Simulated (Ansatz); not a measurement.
**H₈O₂Si₃: density, localisation and related maps**

Input

```
crystal:
  periodic: [false, false, false]
  atoms:
    - { symbol: Si, position_ang: [0.0, 0.0, 0.0] }
    - { symbol: Si, position_ang: [0.0, 0.0, 2.22] }
    - { symbol: H, position_ang: [-1.3148, -0.4067, 2.7074] }
    - { symbol: H, position_ang: [1.0096, -0.9353, 2.7074] }
    - { symbol: H, position_ang: [0.3052, 1.342, 2.7074] }
    - { symbol: O, position_ang: [1.5842, 0.0, -0.5594] }
    - { symbol: H, position_ang: [1.9006, -0.9521, -0.6761] }
    - { symbol: O, position_ang: [-0.7913, 1.3709, -0.5594] }
    - { symbol: H, position_ang: [-1.7491, 1.1401, -0.7818] }
    - { symbol: Si, position_ang: [-1.0456, -1.8115, -0.7393] }
    - { symbol: H, position_ang: [-1.7029, -2.4846, 0.3772] }
    - { symbol: H, position_ang: [-2.0454, -1.4265, -1.7311] }
    - { symbol: H, position_ang: [-0.0777, -2.7173, -1.3511] }
basis:
  gaussian: { orbitals: "6-31G" }
hamiltonian:
  xc: r2scan
relax:
  f_tol: 0.02
  max_steps: 40
output:
  orbitals: {}
```

Command:

```sh
ansatz run input.yaml --threads 1 --pin off --max-ram 2048MiB --backend cpu --events-out ev --progress --plain --runs-dir out
```

The fields are those of the run's last geometry, not of the input's.

Theory: Ansatz, RKS r2SCAN/6-31G.

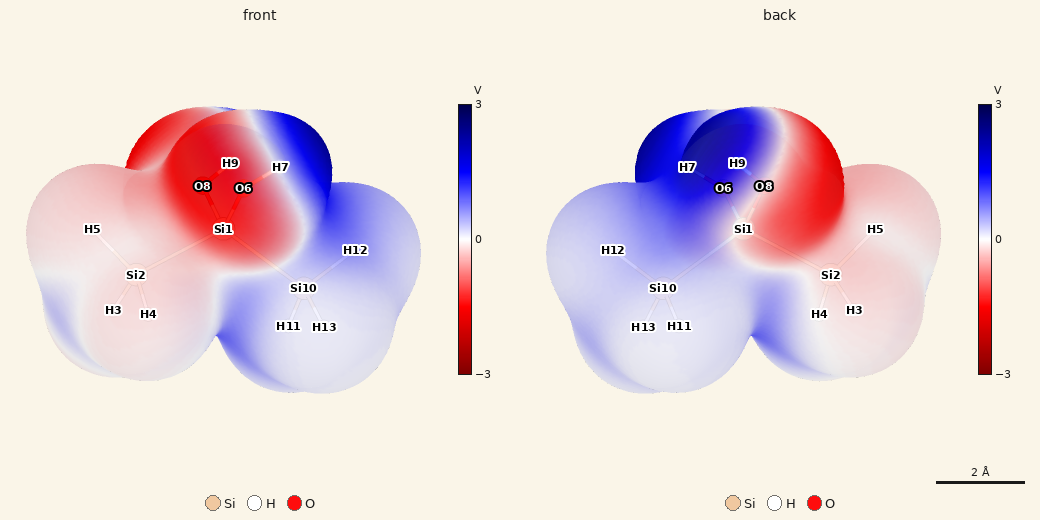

Figure 1. The electrostatic potential painted on the density surface at 0.001 e/bohr³, seen from the front and from behind; red is negative and blue positive.

> Where is the surface potential most negative and most positive?

The most negative region (about −1.7 V) lies over O6 and O8, the most positive (about +2.3 V) over H7 and H9.

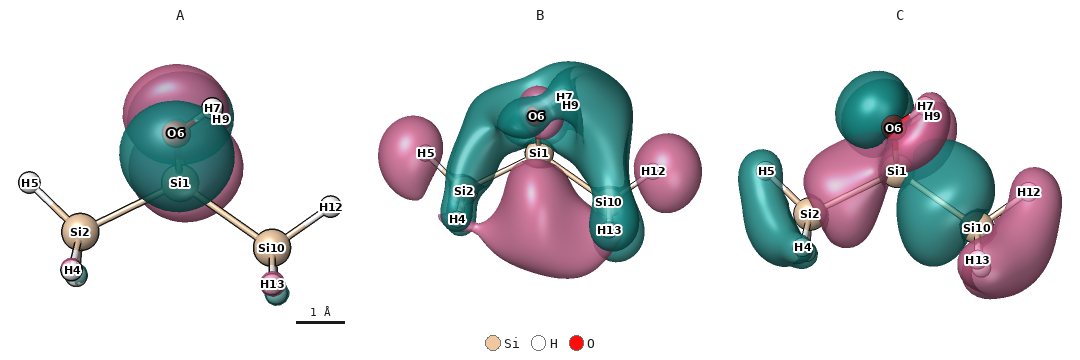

Figure 2. Three frontier orbitals at ±0.06 Å⁻³ᐟ² (teal and pink are the two phases), in no order.

> Which picture is the HOMO−1, the HOMO and the LUMO?

A is the HOMO−1 (−7.34 eV). Its weight (Hirshfeld) is mainly on O6 (about 45 %) and O8 (about 45 %); largely a combination of lone pairs on O6 and O8. C is the HOMO (−6.59 eV). Its weight (Hirshfeld) is mainly on Si10 (about 25 %), O6 (about 20 %), O8 (about 20 %), Si1 (about 15 %) and Si2 (about 10 %). B is the LUMO (−0.68 eV). Its weight (Hirshfeld) is mainly on Si1 (about 25 %), Si10 (about 20 %), Si2 (about 15 %), H12 (about 5 %), O6 (about 5 %) and O8 (about 5 %).

> What is the HOMO–LUMO gap?

5.91 eV between the orbital energies.

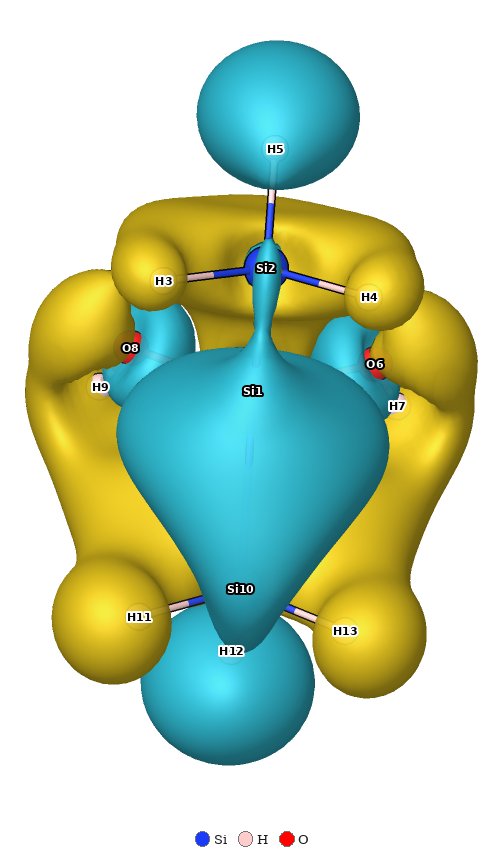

Figure 3. One frontier orbital at ±0.06 Å⁻³ᐟ² (yellow and cyan are the two phases), seen at an oblique angle.

> Which orbital is it: HOMO or LUMO?

The LUMO, at −0.68 eV. It lies mainly on Si1 (about 25 %), Si10 (about 20 %), Si2 (about 15 %), H12 (about 5 %), O6 (about 5 %) and O8 (about 5 %).
